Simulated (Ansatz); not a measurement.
**Nudged elastic band of AlN$_{2}$H$_{7}$S**

System: AlN$_{2}$H$_{7}$S.
Method: UKS B3LYP-D4/6-31G* (Ansatz 0.2.0).

One setting was made poor on purpose. It belongs to a series of runs on one base structure; here: band between the two ends. Figures and captions count atoms from 1; the log counts them from 0 in places.

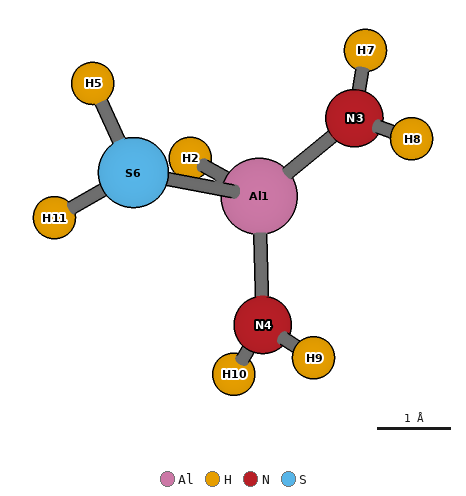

**Figure 1.** The structure as given in the input (ball-and-stick view, seen at a tilt; atoms are numbered from 1 in the order of the input). Sticks mark near contacts. Bond lengths as drawn: Al–H 1.59 Å, Al–N 1.80 Å, Al–S 2.69 Å, H–N 1.01 Å and H–S 1.35 Å.

The input:
```yaml
crystal:
  periodic: [false, false, false]
  atoms:
    - { symbol: Al, position_ang: [0.269769, -0.618378, -0.194211] }
    - { symbol: H, position_ang: [1.185968, -0.752958, -1.487013] }
    - { symbol: "N", position_ang: [1.046091, -0.703297, 1.42298] }
    - { symbol: "N", position_ang: [-1.507607, -0.875404, -0.370387] }
    - { symbol: H, position_ang: [1.069365, 2.662595, -0.517153] }
    - { symbol: S, position_ang: [-0.116058, 2.046027, -0.313104] }
    - { symbol: H, position_ang: [2.044037, -0.811579, 1.5521] }
    - { symbol: H, position_ang: [0.567744, -0.843721, 2.303612] }
    - { symbol: H, position_ang: [-2.145268, -1.001656, 0.406381] }
    - { symbol: H, position_ang: [-1.910779, -1.283004, -1.205299] }
    - { symbol: H, position_ang: [-0.503161, 2.181274, -1.597906] }
magnetization:
  spin_polarized: true
basis:
  gaussian: { orbitals: "6-31G*" }
hamiltonian:
  xc: b3lyp
  dispersion: d4
neb:
  order_check: false
  images: 5
  f_tol: 0.05
  max_iterations: 60
  initial_path: linear
  final_atoms:
    - { symbol: Al, position_ang: [-0.37242514, 0.09591557, 0.52732458] }
    - { symbol: H, position_ang: [2.16536302, 0.23028414, -2.26505974] }
    - { symbol: "N", position_ang: [0.78675381, -0.56089275, 1.6994906] }
    - { symbol: "N", position_ang: [-1.60446915, -0.91360212, -0.26257887] }
    - { symbol: H, position_ang: [1.86391047, 0.75424046, -1.82945099] }
    - { symbol: S, position_ang: [-0.25641183, 2.25606447, 0.08217541] }
    - { symbol: H, position_ang: [1.62938766, -0.08420602, 1.99422247] }
    - { symbol: H, position_ang: [0.69916128, -1.45060384, 2.17290457] }
    - { symbol: H, position_ang: [-1.58937116, -1.92533655, -0.28752451] }
    - { symbol: H, position_ang: [-2.43453292, -0.56285186, -0.7220096] }
    - { symbol: H, position_ang: [-0.88726502, 2.16088751, -1.10949394] }
```

Launched with:
```bash
ansatz run input.yaml --threads 2 --pin off --max-ram 3072MiB --backend cpu --events-out ev --progress --plain --runs-dir out
```

What the program printed:
```
Engine: ansatz 0.2.0, x86_64-unknown-linux-gnu
Functional definition: B3LYP
  parameter a0 = 0.2
  parameter ax = 0.72
  parameter ac = 0.81
  exchange = (1 - a0 - ax)*slater_x + ax*b88_x + a0*exact_x
  correlation = (1 - ac)*vwn_rpa_c + ac*lyp_c
902 factors; integrals over basis functions are off by at most 6.1e-4 eV
mean field evaluation 1: about -20514.5128 eV, gradient 5.8e1 eV
mean field evaluation 2: about -20458.6765 eV, gradient 1.1e2 eV
mean field evaluation 4: about -20527.9181 eV, gradient 5.7e0 eV
mean field evaluation 8: about -20528.1022 eV, gradient 5.3e-2 eV
mean field -20528.10223384 eV, -754.3938426461 hartree, gradient 2.0e-5 eV, S^2 0.000000; 0 other end points of the search recorded, 0 dependent functions left out
the calculation of the forces begins
reference -20528.10250836 eV, -754.3938527345 hartree; 25, 25 occupied and 57, 57 virtual orbitals, 902 factors
902 factors; integrals over basis functions are off by at most 8.9e-4 eV
mean field evaluation 16: about -20515.5147 eV, gradient 5.8e1 eV
mean field -20528.85331919 eV, -754.4214445237 hartree, gradient 9.9e-6 eV, S^2 0.000000; 0 other end points of the search recorded, 0 dependent functions left out
[... from here on the field's lines of each further geometry are left out, up to the last ...]
NEB iter   1: max|band force component| = 2.226e1 eV/Å  barrier→ = 7.8939 eV  barrier← = 8.6224 eV  Δτ_max = 0.2000 Å  (311 SCF iters)
NEB iter   2: max|band force component| = 3.387e0 eV/Å  barrier→ = 2.6084 eV  barrier← = 3.3369 eV  Δτ_max = 0.2000 Å  (166 SCF iters)
NEB iter   3: max|band force component| = 2.060e0 eV/Å  barrier→ = 1.6526 eV  barrier← = 2.3812 eV  Δτ_max = 0.1027 Å  (149 SCF iters)
NEB iter   4: max|band force component| = 2.050e0 eV/Å  barrier→ = 1.1661 eV  barrier← = 1.8946 eV  Δτ_max = 0.1001 Å  (143 SCF iters)
NEB iter   5: max|band force component| = 7.931e-1 eV/Å  barrier→ = 0.9651 eV  barrier← = 1.6936 eV  Δτ_max = 0.2000 Å  (142 SCF iters)
NEB iter   6: max|band force component| = 6.242e-1 eV/Å  barrier→ = 0.7185 eV  barrier← = 1.4470 eV  Δτ_max = 0.1993 Å  (143 SCF iters)
NEB iter   7: max|band force component| = 9.820e-1 eV/Å  barrier→ = 0.6498 eV  barrier← = 1.3783 eV  Δτ_max = 0.0993 Å  (142 SCF iters)
NEB iter   8: max|band force component| = 5.768e-1 eV/Å  barrier→ = 0.5581 eV  barrier← = 1.2867 eV  CI = image 3  Δτ_max = 0.1168 Å  (144 SCF iters)
NEB iter   9: max|band force component| = 7.707e-1 eV/Å  barrier→ = 0.5985 eV  barrier← = 1.3271 eV  CI = image 3  Δτ_max = 0.1059 Å  (144 SCF iters)
NEB iter  10: max|band force component| = 5.927e-1 eV/Å  barrier→ = 0.7050 eV  barrier← = 1.4335 eV  CI = image 3  Δτ_max = 0.2000 Å  (144 SCF iters)
NEB iter  11: max|band force component| = 6.938e-1 eV/Å  barrier→ = 0.7404 eV  barrier← = 1.4689 eV  CI = image 3  Δτ_max = 0.0893 Å  (139 SCF iters)
NEB iter  12: max|band force component| = 1.655e-1 eV/Å  barrier→ = 0.7210 eV  barrier← = 1.4495 eV  CI = image 3  Δτ_max = 0.0418 Å  (144 SCF iters)
NEB iter  13: max|band force component| = 1.079e-1 eV/Å  barrier→ = 0.7158 eV  barrier← = 1.4443 eV  CI = image 3  Δτ_max = 0.0336 Å  (133 SCF iters)
NEB iter  14: max|band force component| = 1.052e-1 eV/Å  barrier→ = 0.7114 eV  barrier← = 1.4399 eV  CI = image 3  Δτ_max = 0.0434 Å  (137 SCF iters)
NEB iter  15: max|band force component| = 4.835e-2 eV/Å  barrier→ = 0.7099 eV  barrier← = 1.4384 eV  CI = image 3  Δτ_max = 0.0207 Å  (131 SCF iters)
the calculation of the forces begins
reference -20528.80514402 eV, -754.4196741189 hartree; 25, 25 occupied and 57, 57 virtual orbitals, 902 factors
902 factors; integrals over basis functions are off by at most 4.5e-4 eV
mean field -20527.38221556 eV, -754.3673824625 hartree, gradient 2.5e-5 eV, S^2 0.000000; 1 other end points of the search recorded, 0 dependent functions left out
the calculation of the forces begins
reference -20527.38249101 eV, -754.3673925850 hartree; 25, 25 occupied and 57, 57 virtual orbitals, 902 factors
NEB iter  16: max|band force component| = 4.940e-2 eV/Å  barrier→ = 0.7087 eV  barrier← = 1.4372 eV  CI = image 3  Δτ_max = 0.0000 Å  (173 SCF iters)
```

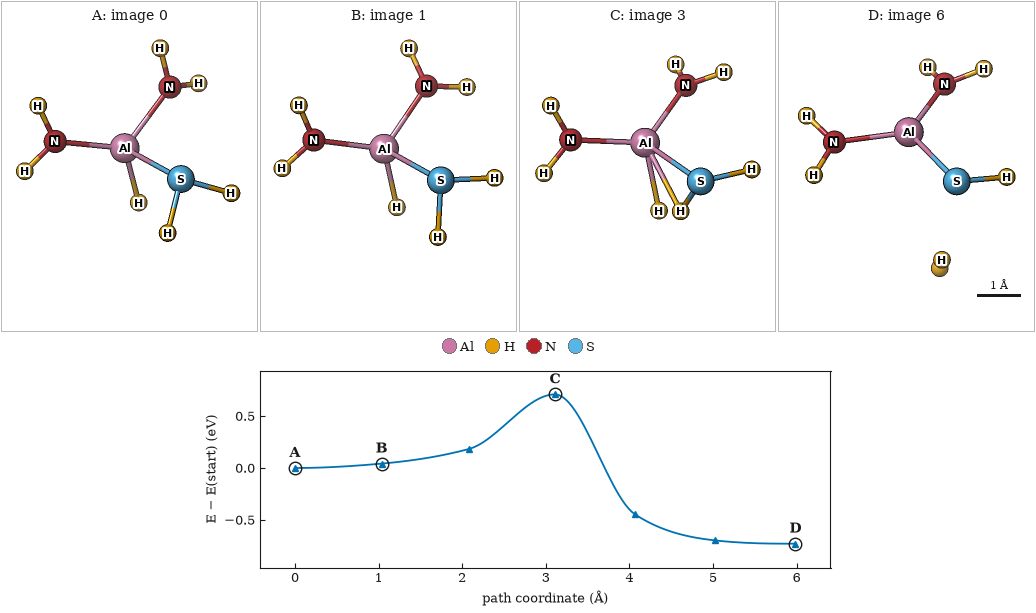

**Figure 2.** Images of the last band (counted from 0; ball-and-stick, seen at a tilt) above the energy along the path; the line is a cubic interpolation that uses the forces. The highest image is number 3, 0.709 eV above the start and 1.437 eV above the end (the climbing image); the end lies 0.729 eV below the start. The path is 5.99 Å long. The band converged in 16 iterations.

```
Total energy: -20527.73684202 eV, -754.3804147446 hartree
Atom 0 at     0.154154    -0.211386     0.080093 Å, force    -0.011591     0.014915     0.002923 eV/Å
Atom 1 at     1.470396    -0.008872    -1.001554 Å, force     0.011957    -0.004826     0.012907 eV/Å
Atom 2 at     0.883979    -0.483813     1.680525 Å, force    -0.015949     0.001134     0.049567 eV/Å
Atom 3 at    -1.351957    -0.987655    -0.476891 Å, force    -0.009008    -0.029050    -0.010346 eV/Å
Atom 4 at     1.045421     1.082791    -1.005466 Å, force     0.006447     0.009918    -0.030573 eV/Å
Atom 5 at    -0.036604     2.167519    -0.590238 Å, force    -0.022189    -0.018555     0.018615 eV/Å
Atom 6 at     1.869704    -0.415150     1.896830 Å, force     0.008016    -0.008028    -0.030998 eV/Å
Atom 7 at     0.338773    -0.553072     2.531271 Å, force     0.007857     0.003304    -0.010872 eV/Å
Atom 8 at    -1.502986    -1.988342    -0.435307 Å, force     0.002579     0.018753     0.000044 eV/Å
Atom 9 at    -2.111930    -0.538095    -0.969356 Å, force     0.012362     0.013457     0.005109 eV/Å
Atom 10 at    -0.758850     1.935974    -1.709907 Å, force     0.009519    -0.001022    -0.006376 eV/Å
Dipole moment:    -0.142750    -0.136183    -0.086537 e Å
this run last wrote the band of iteration 16 to [file]; this run last wrote the band within `neb.f_tol` of iteration 15 to [file]
```

The last band as extended XYZ (Å, eV, eV/Å):
```
11
Properties=species:S:1:pos:R:3:forces:R:3 image=0 energy=-20528.44522
Al    0.2698   -0.6184   -0.1942   -0.0070  -0.0030  -0.0042
H     1.1860   -0.7530   -1.4870   -0.0005   0.0012  -0.0028
N     1.0461   -0.7033    1.4230    0.0051   0.0023   0.0042
N    -1.5076   -0.8754   -0.3704   -0.0011   0.0023   0.0070
H     1.0694    2.6626   -0.5172   -0.0096  -0.0066   0.0031
S    -0.1161    2.0460   -0.3131    0.0104   0.0051  -0.0068
H     2.0440   -0.8116    1.5521   -0.0002   0.0006   0.0013
H     0.5677   -0.8437    2.3036   -0.0006   0.0002  -0.0022
H    -2.1453   -1.0017    0.4064   -0.0016  -0.0002  -0.0055
H    -1.9108   -1.2830   -1.2053    0.0043  -0.0012   0.0007
H    -0.5032    2.1813   -1.5979    0.0008  -0.0007   0.0053
11
Properties=species:S:1:pos:R:3:forces:R:3 image=1 energy=-20528.40294
Al    0.3021   -0.5623   -0.1179    0.0092  -0.0032  -0.0031
H     1.3611   -0.6089   -1.3079   -0.0026  -0.0143  -0.0117
N     0.9715   -0.6537    1.5439   -0.0073  -0.0011  -0.0055
N    -1.4532   -0.9207   -0.3391   -0.0015   0.0077  -0.0043
H     1.1077    2.4130   -0.9999    0.0026   0.0395   0.0147
S    -0.0570    2.1023   -0.3922   -0.0061  -0.0076   0.0022
H     1.9508   -0.8083    1.7457   -0.0001  -0.0088  -0.0024
H     0.4350   -0.6466    2.4019    0.0033   0.0021  -0.0013
H    -1.9390   -1.5892    0.2463   -0.0156   0.0207   0.0410
H    -1.9239   -0.8665   -1.2342    0.0109  -0.0367  -0.0282
H    -0.7550    2.1408   -1.5465    0.0071   0.0018  -0.0014
11
Properties=species:S:1:pos:R:3:forces:R:3 image=2 energy=-20528.26335
Al    0.2903   -0.4764   -0.0163    0.0457  -0.0291  -0.0278
H     1.4634   -0.4164   -1.1038    0.0125  -0.1000  -0.0111
N     0.9231   -0.5610    1.6544   -0.0202  -0.0107   0.0326
N    -1.4163   -0.9785   -0.3299   -0.0392  -0.0491   0.0261
H     1.0806    1.9115   -1.1735    0.0187   0.2029  -0.0336
S    -0.0781    2.1368   -0.5208   -0.0290  -0.0216   0.0040
H     1.9094   -0.5769    1.8817   -0.0016  -0.0256  -0.0022
H     0.3634   -0.6023    2.4967   -0.0061   0.0020  -0.0053
H    -1.6776   -1.9560   -0.2584   -0.0312   0.0147   0.0545
H    -2.0491   -0.5249   -0.9774    0.0506   0.0039  -0.0275
H    -0.8091    2.0439   -1.6527   -0.0002   0.0126  -0.0097
11
Properties=species:S:1:pos:R:3:forces:R:3 image=3 energy=-20527.73657
Al    0.1542   -0.2114    0.0801   -0.0116   0.0149   0.0029
H     1.4704   -0.0089   -1.0016    0.0120  -0.0048   0.0129
N     0.8840   -0.4838    1.6805   -0.0159   0.0011   0.0496
N    -1.3520   -0.9877   -0.4769   -0.0090  -0.0290  -0.0103
H     1.0454    1.0828   -1.0055    0.0064   0.0099  -0.0306
S    -0.0366    2.1675   -0.5902   -0.0222  -0.0186   0.0186
H     1.8697   -0.4152    1.8968    0.0080  -0.0080  -0.0310
H     0.3388   -0.5531    2.5313    0.0079   0.0033  -0.0109
H    -1.5030   -1.9883   -0.4353    0.0026   0.0188   0.0000
H    -2.1119   -0.5381   -0.9694    0.0124   0.0135   0.0051
H    -0.7589    1.9360   -1.7099    0.0095  -0.0010  -0.0064
11
Properties=species:S:1:pos:R:3:forces:R:3 image=4 energy=-20528.89285
Al   -0.1727    0.1140    0.2511   -0.2042   0.1838   0.1107
H     1.7354   -0.1005   -1.1096    0.1638  -0.0565  -0.0852
N     0.7916   -0.4225    1.6589   -0.0312   0.0282  -0.0364
N    -1.3643   -0.9608   -0.5088   -0.0106   0.0279  -0.0056
H     1.5020    0.6164   -1.1227    0.2718  -0.2632  -0.0661
S    -0.2637    2.2402   -0.4338   -0.1807   0.0877   0.1222
H     1.7624   -0.2144    1.8569   -0.0335   0.0937  -0.0674
H     0.3134   -0.6410    2.5259    0.0315  -0.0871  -0.0166
H    -1.4230   -1.9658   -0.4045    0.0457   0.0183   0.0282
H    -2.1478   -0.6094   -1.0438   -0.0361  -0.0433  -0.0379
H    -0.7330    1.9437   -1.6695   -0.0165   0.0104   0.0542
11
Properties=species:S:1:pos:R:3:forces:R:3 image=5 energy=-20529.14271
Al   -0.3676    0.2095    0.3442   -0.0274   0.0059   0.0153
H     2.1147   -0.3269   -1.3218    0.0434  -0.0175  -0.0267
N     0.6452   -0.2827    1.7181   -0.0105   0.0129   0.0040
N    -1.5030   -0.9133   -0.4356   -0.0110   0.0042   0.0080
H     1.9111    0.3889   -1.3163    0.0422  -0.0163  -0.0216
S    -0.2445    2.2909   -0.3868   -0.0059   0.0086   0.0101
H     1.5300    0.1411    1.9649   -0.0221   0.0392   0.0079
H     0.3674   -0.9526    2.4231    0.0108  -0.0396  -0.0138
H    -1.4718   -1.9202   -0.3379   -0.0024   0.0048   0.0035
H    -2.2758   -0.6372   -1.0270   -0.0126  -0.0104   0.0044
H    -0.7058    2.0025   -1.6250   -0.0046   0.0082   0.0088
11
Properties=species:S:1:pos:R:3:forces:R:3 image=6 energy=-20529.17375
Al   -0.4349    0.2432    0.4215   -0.0107  -0.0045  -0.0061
H     2.4943   -0.4631   -1.8538   -0.0158   0.0340   0.0139
N     0.4549   -0.2041    1.8903    0.0113   0.0063   0.0018
N    -1.6372   -0.8305   -0.3285    0.0058   0.0026   0.0026
H     2.1900    0.1685   -1.6017    0.0174  -0.0341  -0.0132
S    -0.0162    2.2254   -0.4581    0.0032  -0.0017   0.0051
H     1.2907    0.2656    2.2141   -0.0110  -0.0068  -0.0043
H     0.1996   -0.9499    2.5244    0.0004   0.0019  -0.0004
H    -1.7298   -1.8184   -0.1288    0.0018   0.0029   0.0008
H    -2.3448   -0.5374   -0.9891    0.0007   0.0015   0.0012
H    -0.4667    1.9006   -1.6904   -0.0030  -0.0022  -0.0013
```

Key numbers:

| quantity | value |
| --- | --- |
| outcome | converged |
| barrier, forward | 0.709 eV |
| barrier, backward | 1.437 eV |
| hardware | 2 threads of Intel Xeon (Granite Rapids), 16 GiB of memory available, shared host |
| wall time | 2.5 min (CPU time 4.7 min) |
| peak memory | 0.28 GiB |

Notes:

A deliberately poor setting: straight start. The order of the saddle point was not checked.
